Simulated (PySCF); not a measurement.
C6H20F2O2Si4: NMR shielding calculation

- system: C6H20F2O2Si4
- method: GIAO B3LYP/6-31G* NMR shielding, non-relativistic, gas phase (PySCF 2.14.0)

The geometry comes from this level: GFN2-xTB. Figures and captions count atoms from 1; the log counts them from 0 in places.

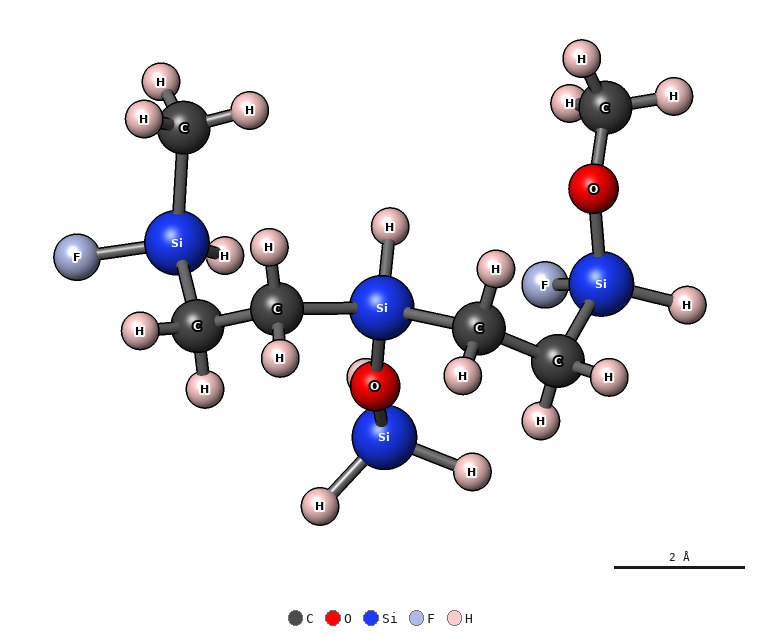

*The structure as given in the input (ball-and-stick view, seen at a tilt).*

Bond lengths as drawn: C–C 1.53 Å, C–H 1.09 Å, C–O 1.40 Å, C–Si 1.88 to 1.90 Å, F–Si 1.62 to 1.63 Å, H–Si 1.46 to 1.47 Å and O–Si 1.61 to 1.62 Å.

Input
```
{"job": {"xc": "B3LYP", "basis": "6-31G*", "kind": "nmr", "pop": false}, "charge": 0, "multiplicity": 1}
C     -3.645468     1.435600     1.644360
O     -3.187558     1.230035     0.334358
Si    -3.234638    -0.103974    -0.569153
F     -2.647125    -1.324801     0.319746
C     -2.175911     0.261020    -2.085361
C     -0.906194     1.071946    -1.813881
Si     0.297891     0.180784    -0.641766
C      2.064961     0.854294    -0.829957
C      3.132111    -0.121239    -0.332479
Si     3.012259    -0.564098     1.506238
C      2.801036     0.963953     2.610116
F      4.455567    -1.211972     1.895390
O      0.351348    -1.386815    -1.057210
Si     0.047085    -2.978427    -1.005218
H     -4.736738     1.456926     1.665749
H     -3.257358     2.395228     1.985823
H     -3.294679     0.642375     2.305933
H     -4.580932    -0.586660    -0.858666
H     -1.894845    -0.694248    -2.529136
H     -2.781123     0.777699    -2.833133
H     -0.421185     1.289598    -2.768952
H     -1.184887     2.033243    -1.382973
H     -0.137664     0.255574     0.759406
H      2.153587     1.796721    -0.288855
H      2.265658     1.087328    -1.878398
H      3.056759    -1.038817    -0.918500
H      4.124382     0.292999    -0.537979
H      2.080586    -1.636898     1.831110
H      1.822459     1.413783     2.476941
H      3.547336     1.722456     2.386896
H      2.907203     0.704229     3.659500
H      1.174804    -3.572761    -1.725317
H     -0.002201    -3.399896     0.391311
H     -1.219978    -3.215599    -1.697903
```

The first line tells a small driver script what to run in PySCF; the rest is the geometry in Å.

Run as:
```bash
OMP_NUM_THREADS=1 python <driver script> task.json out
```

The program's output
```
coarse grid: 29760 points
cycle   1  E = -1748.7907781660  dE =  1.319e+00  |g| = 1.394e+00  |ddm| = 5.114e+00
cycle   2  E = -1748.2177082094  dE =  5.731e-01  |g| = 2.233e+00  |ddm| = 3.046e+00
cycle   3  E = -1749.1568538964  dE = -9.391e-01  |g| = 2.148e-01  |ddm| = 2.082e+00
cycle   4  E = -1749.1657394313  dE = -8.886e-03  |g| = 8.347e-02  |ddm| = 2.515e-01
cycle   5  E = -1749.1672148777  dE = -1.475e-03  |g| = 1.786e-02  |ddm| = 7.754e-02
cycle   6  E = -1749.1672673133  dE = -5.244e-05  |g| = 6.661e-03  |ddm| = 1.774e-02
cycle   7  E = -1749.1672765810  dE = -9.268e-06  |g| = 7.599e-04  |ddm| = 6.262e-03
final grid: 268016 points
cycle   8  E = -1749.0304863639  dE = -4.212e-05  |g| = 9.576e-03  |ddm| = 3.465e-02
cycle   9  E = -1749.0304694298  dE =  1.693e-05  |g| = 1.305e-02  |ddm| = 1.995e-02
cycle  10  E = -1749.0305091468  dE = -3.972e-05  |g| = 1.105e-03  |ddm| = 1.133e-02
cycle  11  E = -1749.0305093710  dE = -2.242e-07  |g| = 2.192e-04  |ddm| = 1.068e-03
cycle  12  E = -1749.0305093799  dE = -8.887e-09  |g| = 6.157e-05  |ddm| = 2.411e-04
cycle  13  E = -1749.0305093807  dE = -7.822e-10  |g| = 2.470e-05  |ddm| = 7.147e-05
```

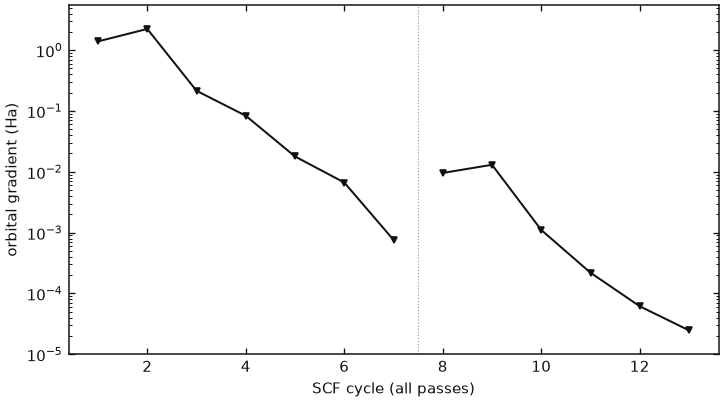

*Convergence of the self-consistent field: orbital gradient against the SCF cycle. The dotted line marks the change from a coarse to the final integration grid.*

The first 7 cycles use a coarse grid, the final grid takes over at cycle 8, and the field converges after 13 cycles in all.

```
converged SCF energy = -1749.0305093807

GIAO shielding tensors (ppm)
atom      isotropic    diamagn.    paramagn.     s11        s22        s33       span
  0 C      142.311     241.315     -99.004    115.954    122.030    188.950     72.996
  1 O      298.818     396.861     -98.043    236.382    305.725    354.347    117.965
  2 Si     417.663     882.527    -464.864    384.856    412.499    455.634     70.777
  3 F      345.897     474.904    -129.007    302.807    359.672    375.213     72.406
  4 C      179.892     248.809     -68.917    171.519    177.491    190.668     19.149
  5 C      179.445     252.596     -73.152    174.444    175.575    188.315     13.870
  6 Si     410.987     887.281    -476.294    368.911    422.502    441.547     72.636
  7 C      179.360     252.879     -73.518    173.553    177.429    187.099     13.546
  8 C      178.449     246.683     -68.234    165.211    178.790    191.346     26.134
  9 Si     379.445     876.180    -496.735    333.285    388.143    416.907     83.621
 10 C      192.412     252.072     -59.660    183.434    195.144    198.658     15.225
 11 F      371.901     462.315     -90.414    358.711    373.367    383.626     24.914
 12 O      314.069     400.867     -86.797    243.262    341.819    357.127    113.865
 13 Si     427.938     883.886    -455.948    394.152    401.550    488.112     93.961
 14 H       28.599      26.278       2.321     24.175     26.213     35.408     11.232
 15 H       28.686      29.752      -1.066     24.661     26.723     34.674     10.013
 16 H       28.426      30.650      -2.224     23.850     27.042     34.385     10.535
 17 H       27.056      28.566      -1.510     23.432     23.778     33.959     10.527
 18 H       31.529      33.157      -1.628     27.612     31.013     35.962      8.350
 19 H       31.558      28.965       2.594     26.614     29.291     38.770     12.156
 20 H       31.659      33.610      -1.951     26.355     31.041     37.581     11.226
 21 H       31.636      35.182      -3.547     27.328     31.485     36.094      8.766
 22 H       27.083      41.145     -14.062     22.806     28.419     30.024      7.218
 23 H       32.029      35.820      -3.791     27.834     32.066     36.186      8.352
 24 H       31.588      33.542      -1.954     26.444     31.014     37.307     10.864
 25 H       31.045      32.022      -0.977     26.775     31.116     35.245      8.470
 26 H       31.404      28.877       2.527     26.421     29.703     38.089     11.668
 27 H       26.690      34.023      -7.333     22.720     26.513     30.837      8.117
 28 H       32.479      35.449      -2.970     27.529     31.738     38.171     10.642
 29 H       32.240      30.008       2.232     28.348     30.212     38.159      9.811
 30 H       32.114      29.327       2.786     28.274     28.812     39.256     10.982
 31 H       27.105      30.966      -3.861     23.008     25.503     32.806      9.798
 32 H       27.008      33.052      -6.044     24.045     25.260     31.718      7.673
 33 H       27.134      31.859      -4.724     22.922     26.760     31.722      8.800
```

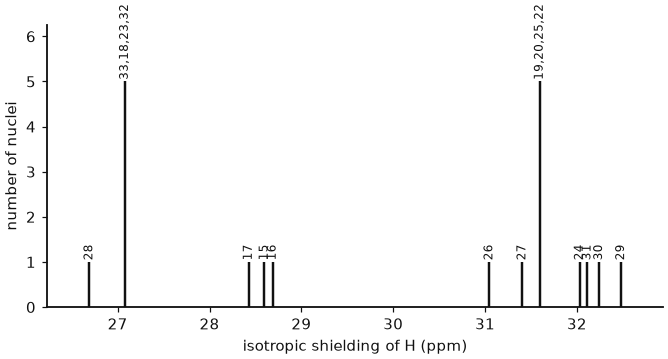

*Isotropic shieldings of the hydrogen nuclei in this fixed geometry, labelled by atom number; shielding grows to the right, so chemical shift grows to the left.*

The least shielded is H28 (26.7 ppm), the most shielded H29 (32.5 ppm).

Results in brief

```tsv
quantity	value
outcome	converged
total energy	−1749.030509 hartree
HOMO	−7.33 eV
LUMO	0.45 eV
dipole moment	3.50 D
isotropic shielding, C	142.3 to 192.4 ppm
isotropic shielding, O	298.8 to 314.1 ppm
isotropic shielding, Si	379.4 to 427.9 ppm
isotropic shielding, F	345.9 to 371.9 ppm
isotropic shielding, H	26.7 to 32.5 ppm
hardware	1 CPU thread, shared host
wall time	90 s
peak memory	1.5 GiB
```
